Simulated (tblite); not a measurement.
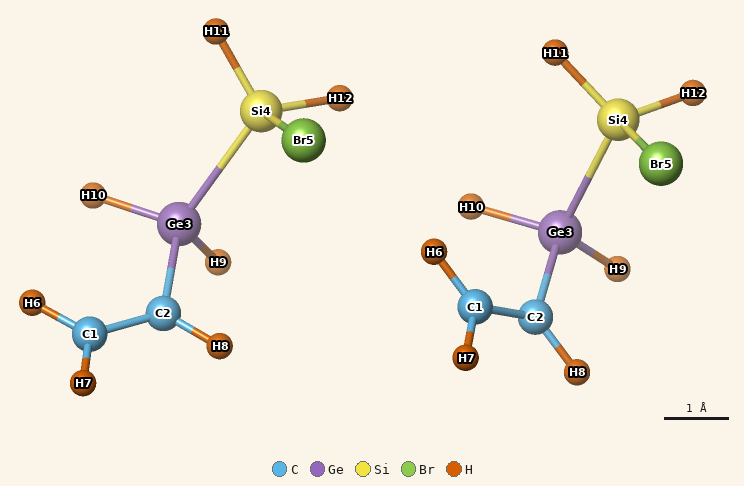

Two geometries of C2H7BrGeSi, drawn at one scale. One is the start of a relaxation, the other its converged end. Style: ball-and-stick. Shown from a free direction.

Method: GFN2-xTB geometry optimisation, gas phase (tblite 0.8.0). 

> Which geometry has the lower energy?

The left one is the relaxed one. After 117 geometry steps the energy has fallen by 6.76 kcal/mol. H6 moves most after the best rigid fit: 1.06 Å. Largest moves by element: H 1.06 Å, C 0.51 Å, Br 0.46 Å, Si 0.31 Å, Ge 0.31 Å. Near-neighbour distances that change, for instance: Si4–Br5 2.278 → 2.223 Å, Ge3–H10 1.559 → 1.507 Å, Ge3–Si4 2.312 → 2.339 Å, C1–H7 1.101 → 1.079 Å. Bond angles that change, for instance: H9–Ge3–H10 113.9° → 103.9°, C2–Ge3–Si4 105.7° → 114.2°, Ge3–Si4–H12 106.6° → 114.9°. Groups turn about C2–Ge3 by about 40°. The run took 0.8 s on 1 thread of Arm Neoverse V1 (shared host).
